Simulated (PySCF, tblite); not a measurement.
# C3H8B3N+ (doublet): geometry, infrared bands and EPR parameters

Aim: predict the infrared bands and EPR parameters of C3H8B3N+ (doublet) (`B[N+](B)B(C)C#C`).

Programs: tblite 0.8.0 and PySCF 2.14.0, with density-fitted response routines of our own. Each step states its level of theory. These are calculated values for one molecule in the gas phase, unless marked as measured. Atoms are numbered from 0 throughout.

**1. The starting structure**

15 atoms, charge 1, multiplicity 2; geometry from: force field or distance geometry start.

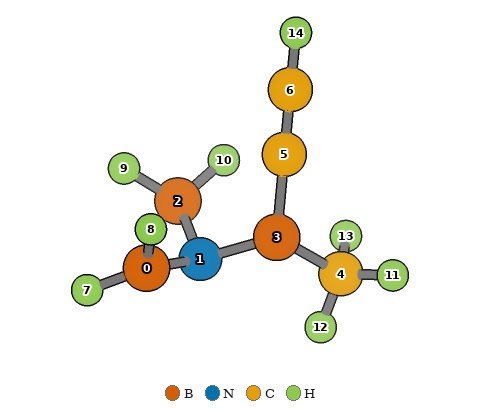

The starting geometry (boron orange, nitrogen blue, carbon amber, hydrogen green), atoms numbered.

**2. Relaxing the molecule with GFN2-xTB**

Job settings and geometry (Å):

```
{"job": {"kind": "relax", "xc": "GFN2-xTB", "basis": "xTB"}, "charge": 1, "multiplicity": 2}
B     -0.994100    -0.376400     1.996300
N     -0.019300    -0.727000     0.906900
B     -0.637000    -1.559600    -0.217100
B      0.586400     0.524100     0.242200
C      2.120800     0.316800    -0.165100
C     -0.329700     1.143800    -0.844700
C     -1.041300     1.623300    -1.698500
H     -1.442800    -1.279200     2.636500
H     -1.671600     0.579900     1.867700
H     -1.837200    -1.661000    -0.068000
H     -0.347200    -1.299500    -1.355600
H      2.651800     1.269100    -0.288900
H      2.561500    -0.367100     0.578800
H      2.055900    -0.220900    -1.160400
H     -1.660500     2.041700    -2.452000
```

The run is started by

```bash
$ OMP_NUM_THREADS=1 python probes_run.py task.json out
```

One launch serves the whole session: the jobs run in the order shown.

The program printed:

```text
step      E/eV     max force
  0    -450.39722    3.252
  1    -450.85684    2.388
  2    -451.28945    6.042
  3    -451.32670    5.834
  4    -451.56556    1.529
  5    -451.63076    0.737
  6    -451.72475    1.849
  7    -451.80574    1.344
  8    -451.85213    0.555
  9    -451.90055    0.626
 10    -451.93644    0.904
 11    -451.97125    0.703
 12    -452.00700    0.654
 13    -452.03602    0.520
 14    -452.05299    0.487
 15    -452.06489    0.299
 16    -452.07713    0.360
 17    -452.08874    0.390
 18    -452.09864    0.390
 19    -452.10870    0.369
 20    -452.12219    0.391
 21    -452.14172    0.499
 22    -452.16758    0.514
 23    -452.19335    0.374
 24    -452.21332    0.339
 25    -452.23086    0.383
 26    -452.24961    0.410
 27    -452.26466    0.353
 28    -452.27659    0.360
 29    -452.28695    0.282
 30    -452.29743    0.513
 31    -452.30698    0.281
 32    -452.31624    0.173
 33    -452.32158    0.278
 34    -452.32923    0.309
 35    -452.33509    0.269
 36    -452.33985    0.180
 37    -452.34399    0.149
 38    -452.34881    0.281
 39    -452.35322    0.236
 40    -452.35659    0.178
 41    -452.35947    0.133
 42    -452.36252    0.129
 43    -452.36554    0.243
 44    -452.36823    0.221
 45    -452.37025    0.142
 46    -452.37170    0.095
 47    -452.37276    0.079
 48    -452.37362    0.088
 49    -452.37434    0.056
 50    -452.37503    0.063
 51    -452.37575    0.086
 52    -452.37656    0.097
 53    -452.37753    0.133
 54    -452.37863    0.080
 55    -452.37962    0.067
 56    -452.38043    0.071
 57    -452.38117    0.070
 58    -452.38203    0.106
 59    -452.38291    0.064
 60    -452.38359    0.076
 61    -452.38401    0.052
 62    -452.38433    0.045
 63    -452.38464    0.041
 64    -452.38492    0.051
 65    -452.38515    0.048
 66    -452.38537    0.038
 67    -452.38560    0.037
 68    -452.38583    0.039
 69    -452.38603    0.036
 70    -452.38628    0.035
 71    -452.38664    0.048
 72    -452.38714    0.052
 73    -452.38763    0.042
 74    -452.38800    0.045
 75    -452.38834    0.045
 76    -452.38879    0.063
 77    -452.38938    0.066
 78    -452.38993    0.062
 79    -452.39028    0.049
 80    -452.39051    0.041
 81    -452.39083    0.052
 82    -452.39136    0.065
 83    -452.39200    0.050
 84    -452.39246    0.052
 85    -452.39277    0.045
 86    -452.39310    0.054
 87    -452.39371    0.090
 88    -452.39494    0.114
 89    -452.39680    0.129
 90    -452.39886    0.128
 91    -452.40073    0.152
 92    -452.40219    0.145
 93    -452.40355    0.153
 94    -452.40552    0.163
 95    -452.40942    0.082
 96    -452.41014    0.114
 97    -452.41071    0.066
 98    -452.41137    0.108
 99    -452.41254    0.095
100    -452.41375    0.287
101    -452.41556    0.171
102    -452.41809    0.153
103    -452.42000    0.139
104    -452.42226    0.182
105    -452.42610    0.209
106    -452.43008    0.178
107    -452.42887    0.279
108    -452.43602    0.190
109    -452.43824    0.414
110    -452.44217    0.223
111    -452.44570    0.296
112    -452.45008    0.240
113    -452.45178    0.275
114    -452.45595    0.171
115    -452.45845    0.178
116    -452.46065    0.107
117    -452.46173    0.191
118    -452.46320    0.132
119    -452.46381    0.081
120    -452.46465    0.131
121    -452.46590    0.077
122    -452.46710    0.090
123    -452.46802    0.101
124    -452.46900    0.117
125    -452.46960    0.115
126    -452.46999    0.070
127    -452.47049    0.072
128    -452.47140    0.100
129    -452.47249    0.138
130    -452.47307    0.112
131    -452.47339    0.035
132    -452.47356    0.033
133    -452.47374    0.036
134    -452.47387    0.026
135    -452.47397    0.041
136    -452.47407    0.051
137    -452.47415    0.063
138    -452.47421    0.036
139    -452.47425    0.019
140    -452.47427    0.009
```

Run time: 0.84 s. Hardware: 1 thread of Arm Neoverse V1, shared host.

Relaxation path: (not every step is listed)

| step | energy from step 0 (eV) | largest force (eV/Å) |
| --- | --- | --- |
| 0 | 0.0000 | 3.2524 |
| 1 | -0.4596 | 2.3879 |
| 2 | -0.8922 | 6.0425 |
| 3 | -0.9295 | 5.8337 |
| 4 | -1.1683 | 1.5290 |
| 5 | -1.2335 | 0.7374 |
| 6 | -1.3275 | 1.8493 |
| 7 | -1.4085 | 1.3441 |
| 8 | -1.4549 | 0.5546 |
| 20 | -1.7250 | 0.3914 |
| 32 | -1.9190 | 0.1726 |
| 44 | -1.9710 | 0.2205 |
| 56 | -1.9832 | 0.0705 |
| 68 | -1.9886 | 0.0387 |
| 80 | -1.9933 | 0.0409 |
| 92 | -2.0050 | 0.1454 |
| 104 | -2.0250 | 0.1816 |
| 116 | -2.0634 | 0.1068 |
| 128 | -2.0742 | 0.1004 |
| 135 | -2.0768 | 0.0413 |
| 136 | -2.0768 | 0.0511 |
| 137 | -2.0769 | 0.0626 |
| 138 | -2.0770 | 0.0359 |
| 139 | -2.0770 | 0.0189 |
| 140 | -2.0770 | 0.0091 |

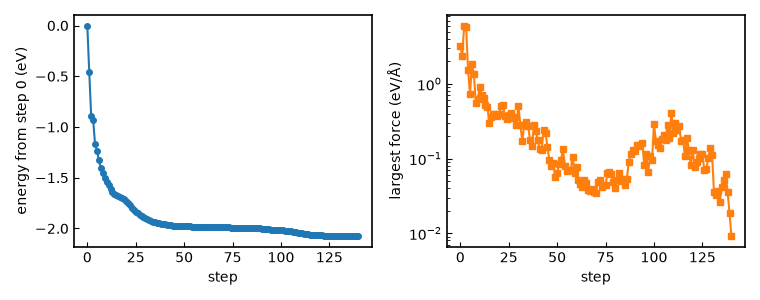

Energy and largest force along the relaxation.

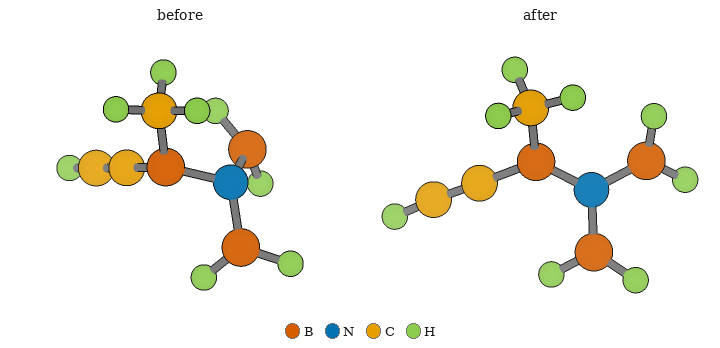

The geometry before (left) and after (right).

Distances of close pairs at the start and the end, largest changes first:

| bond | before (Å) | after (Å) | change (Å) |
| --- | --- | --- | --- |
| N1–B2 | 1.529 | 1.415 | -0.114 |
| N1–B3 | 1.541 | 1.442 | -0.099 |
| B0–N1 | 1.503 | 1.436 | -0.068 |
| B3–C5 | 1.551 | 1.503 | -0.048 |
| B2–H9 | 1.214 | 1.170 | -0.043 |
| C4–H13 | 1.133 | 1.090 | -0.043 |
| B2–H10 | 1.203 | 1.173 | -0.030 |
| B0–H7 | 1.194 | 1.167 | -0.027 |

The next job starts from the end point, and lists it.

**3. Infrared spectrum with GFN2-xTB**

Job settings and geometry (Å):

```
{"job": {"kind": "ir", "xc": "GFN2-xTB", "basis": "xTB"}, "charge": 1, "multiplicity": 2}
B     -1.475190    -0.182838     1.385146
N     -0.451138    -0.646633     0.492113
B     -0.285909    -2.052020     0.468107
B      0.309942     0.298169    -0.287222
C      1.840511     0.086374    -0.619937
C     -0.312872     1.560301    -0.814883
C     -0.797738     2.580244    -1.251994
H     -1.777835    -0.763814     2.351113
H     -2.006532     0.824016     1.102983
H     -1.153552    -2.785995     0.748189
H      0.745291    -2.512948     0.151587
H      2.440402     0.946584    -0.327661
H      2.234041    -0.802658    -0.131955
H      1.956278    -0.003995    -1.700368
H     -1.270113     3.463203    -1.587130
```

The program printed:

```text
mode    cm-1     km/mol
  1      25.0      2.50
  2      42.9      0.22
  3     115.8      3.59
  4     163.1      2.91
  5     211.2      8.18
  6     231.7      8.90
  7     237.9      3.47
  8     275.0      5.36
  9     318.2     44.19
 10     370.7     16.28
 11     454.0     13.85
 12     481.8     24.00
 13     622.3      3.87
 14     678.8     17.69
 15     699.3     29.24
 16     771.0     30.71
 17     789.5     15.49
 18     796.8    204.94
 19     804.4     31.54
 20     816.8     90.09
 21     839.4      9.40
 22     986.6     66.10
 23    1036.8     69.17
 24    1086.5     42.85
 25    1104.0     37.21
 26    1147.1     70.28
 27    1187.2      8.73
 28    1312.2     12.21
 29    1373.0     37.09
 30    1429.8     56.37
 31    2143.7    277.64
 32    2572.2     18.52
 33    2582.2     15.53
 34    2618.7     15.01
 35    2664.4      3.62
 36    3002.0     15.87
 37    3019.9     25.35
 38    3035.1      4.72
 39    3318.8     88.30
```

It took 0.42 s on 1 thread of Arm Neoverse V1, shared host.

The strongest bands and the atoms that carry them (share of the mass-weighted mode):

| cm⁻¹ | km/mol | atoms |
| --- | --- | --- |
| 797 | 204.9 | H9 19 %, H10 18 %, B2 15 %, H13 13 % |
| 817 | 90.1 | H8 21 %, H7 17 %, H12 16 %, B0 15 % |
| 987 | 66.1 | B3 41 %, C4 11 %, H9 10 % |
| 1037 | 69.2 | N1 21 %, B3 20 %, B0 16 %, H9 13 % |
| 1147 | 70.3 | B2 29 %, H8 16 %, H7 13 % |
| 1430 | 56.4 | H11 48 %, H13 28 %, H12 18 % |
| 2144 | 277.6 | C5 58 %, C6 33 % |
| 3319 | 88.3 | H14 87 %, C6 13 % |

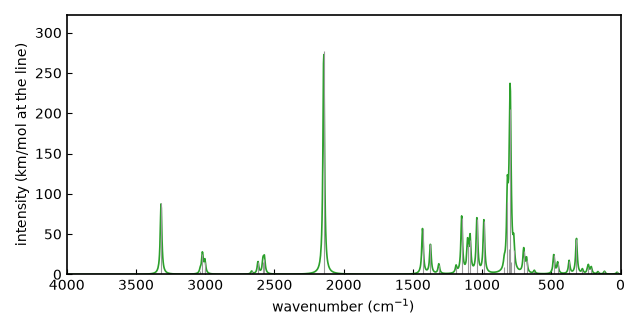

The infrared spectrum from these modes, unscaled. Lines are broadened to a width of 14 cm⁻¹ (Lorentzian).

**4. EPR parameters: B3LYP/pcH-1**

The job, as its differences from that of step 3:

```diff
@@ -1,2 +1,2 @@
-{"job": {"kind": "ir", "xc": "GFN2-xTB", "basis": "xTB"}, "charge": 1, "multiplicity": 2}
+{"job": {"kind": "epr", "basis": "pcH-1"}, "charge": 1, "multiplicity": 2}
 B     -1.475190    -0.182838     1.385146
```

Level: UKS B3LYP, pcH-1 on B C H N, non-relativistic, mean-field spin-orbit, GIAO.

The program printed:

```text
UKS, coarse grid
  cycle   1  E = -248.08185874  |g| = 2.83e-01
  cycle   2  E = -248.05640878  |g| = 3.47e-01
  cycle   3  E = -248.11525928  |g| = 9.72e-02
  cycle   4  E = -248.11991129  |g| = 4.49e-02
  cycle   5  E = -248.12074065  |g| = 1.88e-02
  cycle   6  E = -248.12093048  |g| = 9.39e-03
  cycle   7  E = -248.12097869  |g| = 4.07e-03
  cycle   8  E = -248.12099231  |g| = 8.36e-04
  cycle   9  E = -248.12099328  |g| = 5.42e-04
UKS, final grid
  cycle   1  E = -248.12098706  |g| = 1.24e-03
  cycle   2  E = -248.12097647  |g| = 3.93e-03
  cycle   3  E = -248.12098831  |g| = 4.75e-04
  cycle   4  E = -248.12098842  |g| = 9.67e-05
  cycle   5  E = -248.12098845  |g| = 1.09e-04
  cycle   6  E = -248.12098847  |g| = 2.93e-05
  cycle   7  E = -248.12098847  |g| = 2.24e-05
E = -248.12098847 Eh   <S^2> = 0.7562 (exact 0.7500)
g shifts (ppm)      1          2          3
  rmc          -155       -155       -155
  gc             17          4         21
  oz_so         142       2007       3708
  total           4       1857       3574
hyperfine (MHz)  atom isotope    a_iso     a_fc   dipolar eigenvalues
    0   11B     -16.46     -16.46    -11.78     -5.99     17.77
    1   14N       6.82       6.82    -10.94    -10.58     21.51
    2   11B     -17.08     -17.08     -9.76     -3.58     13.34
    3   11B      -7.95      -7.95     -7.10     -0.49      7.59
    4   13C      19.93      19.93    -11.53    -10.74     22.28
    5   13C      15.41      15.41    -17.90    -12.53     30.43
    6   13C      15.87      15.87    -25.74    -23.84     49.58
    7    1H      68.84      68.84     -5.47     -4.30      9.78
    8    1H     185.84     185.84     -6.80     -3.53     10.33
    9    1H     127.83     127.83     -5.36     -4.43      9.79
   10    1H     173.86     173.86     -5.28     -3.26      8.54
   11    1H      -9.04      -9.04     -5.26     -1.34      6.60
   12    1H      29.36      29.36     -6.12     -0.82      6.94
   13    1H       4.72       4.72     -5.02     -0.31      5.33
   14    1H     -22.51     -22.51    -11.81     -2.74     14.56
```

It took 57 s on 1 thread of Arm Neoverse V1, shared host; peak memory 1 GiB.

Principal g values 2.00232, 2.00418, 2.00589; g(iso) = 2.00413, against 2.00232 for a free electron.

Hyperfine couplings; where a row names several nuclei, a(iso) is their mean (it holds for fast rotation or exchange) and the dipolar term the largest among them:

| nuclei | isotope | a(iso) (MHz) | a(iso) (G, at g = 2.0023) | largest dipolar term (MHz) |
| --- | --- | --- | --- | --- |
| H7, H8, H9, H10 | 1H | 139.1 | 49.6 | 10.3 |
| H14 | 1H | -22.5 | -8.0 | 14.6 |
| C4 | 13C | 19.9 | 7.1 | 22.3 |
| B0, B2 | 11B | -16.8 | -6.0 | 17.8 |
| C6 | 13C | 15.9 | 5.7 | 49.6 |
| C5 | 13C | 15.4 | 5.5 | 30.4 |
| H11, H12, H13 | 1H | 8.4 | 3.0 | 6.9 |
| B3 | 11B | -8.0 | -2.8 | 7.6 |
| N1 | 14N | 6.8 | 2.4 | 21.5 |

Mulliken spin populations:

B0 0.05; N1 0.22; B2 0.03; B3 -0.01; C4 0.10; C5 0.13; C6 0.27; H7 0.03; H8 0.07; H9 0.05; H10 0.07; H11 -0.01; H12 0.01; H13 0.00; H14 -0.01

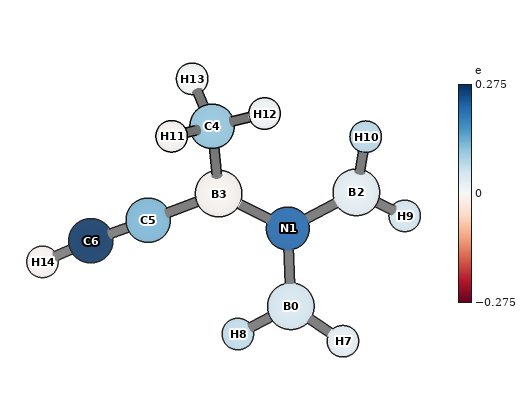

Mulliken spin populations, as colours on the atoms.

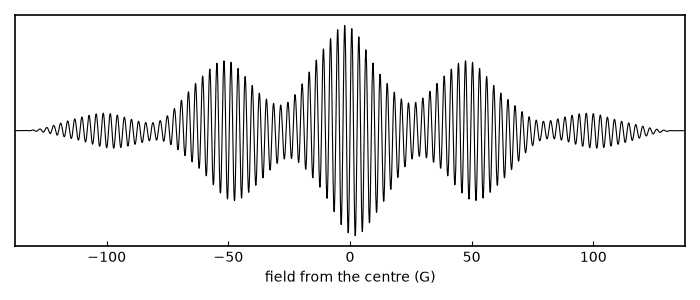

First-order isotropic spectrum (first derivative, main isotopes with spin only, couplings over 0.8 MHz, Gaussian width 0.7 G; couplings of the frozen geometry, rotation of groups not averaged beyond the rows shown).

The fields below are evaluated on a grid from the run's orbitals.

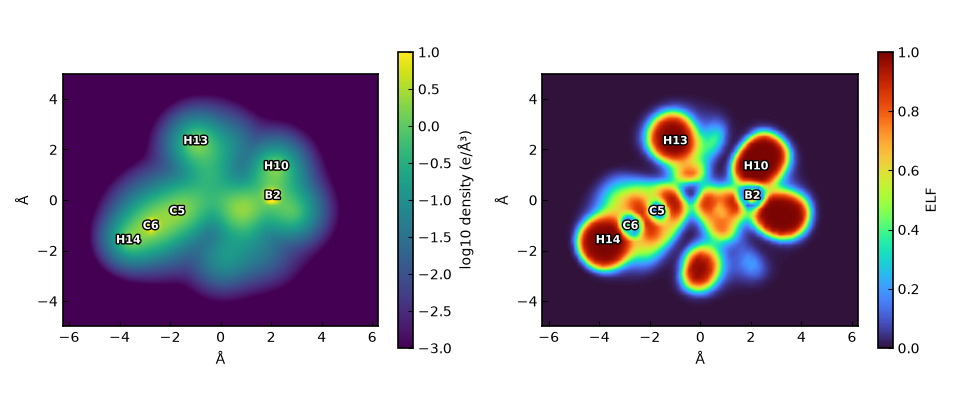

Density (left) and ELF (right) in a plane through or near 6 of the atoms.

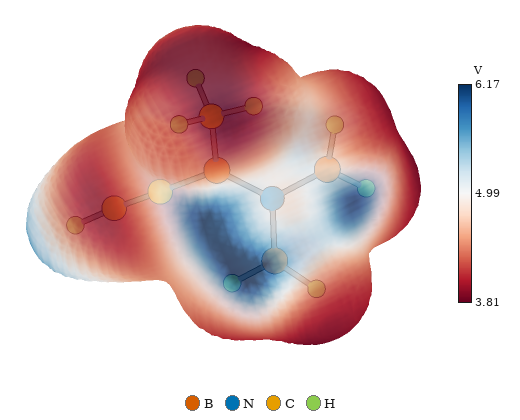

The potential that a unit positive charge feels on the 0.002 e/bohr³ surface, from 3.81 to 6.17 V.

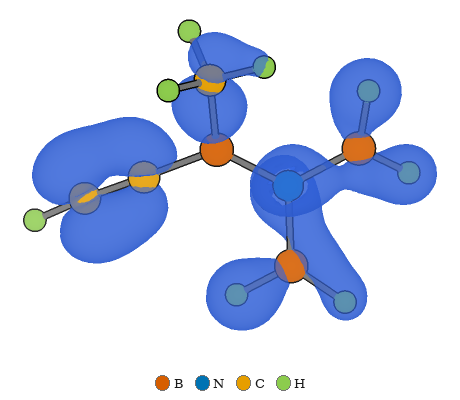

Spin density at ±0.02 e/Å³ (alpha excess blue, beta excess red).

**5. Outcome**

| quantity | value |
| --- | --- |
| strongest single infrared mode (GFN2-xTB) | 2144 cm⁻¹, 278 km/mol |
| zero-point energy (GFN2-xTB) | 64.9 kcal/mol |
| g(iso) (B3LYP) | 2.00413 |
| ⟨S²⟩ | 0.756 (exact 0.75) |
| largest a(iso) (averaged by class) | 1H on H7, H8, H9, H10, 139.1 MHz |

Over 140 steps the energy fell by 2.077 eV; of the close pairs, N1–B2 changed most, 1.529 to 1.415 Å. All 39 modes are real, so the xTB geometry is a minimum. The strongest single mode, at 2144 cm⁻¹, moves mainly C5 and C6. Unscaled tight-binding wavenumbers are off by several per cent, some by more. Its intensities can rank the bands wrongly. The largest spin populations lie on C6 (0.27 e), N1 (0.22 e). The isotropic g lies 1.8 ppt above the free-electron value. These values are for one conformer; the search (at its own cheap level) found 1 more, at 0.77 kcal/mol, and measured spectra average over such forms.
